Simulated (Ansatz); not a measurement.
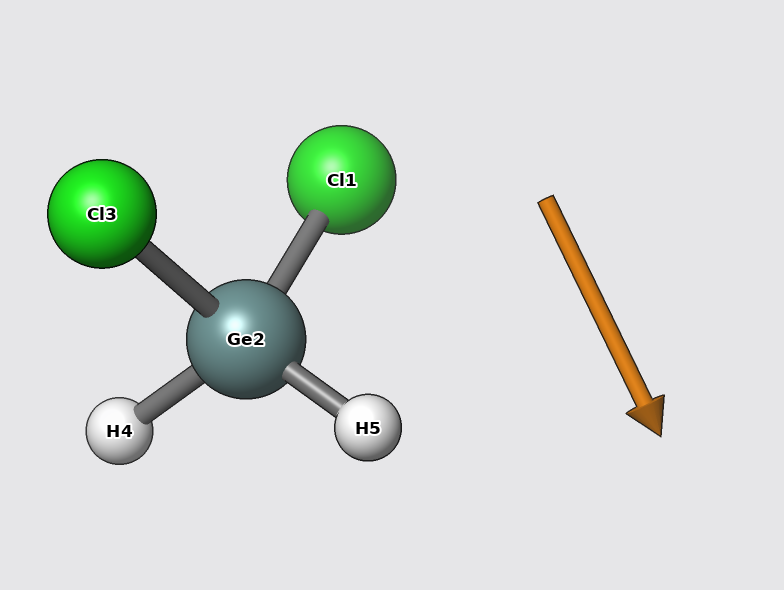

The arrow beside the molecule shows the direction of the dipole moment, from the negative to the positive end (its length means nothing). Geometry: atoms displaced at random (about 0.13 Å) from a stationary point of GFN2-xTB. Level of theory: RKS r2SCAN-D4/def2-TZVPP (Ansatz 0.2.0).

> Estimate the dipole moment.

1.81 D; it points from the side of Cl3 to the side of H5 (the outermost atoms at the two ends).
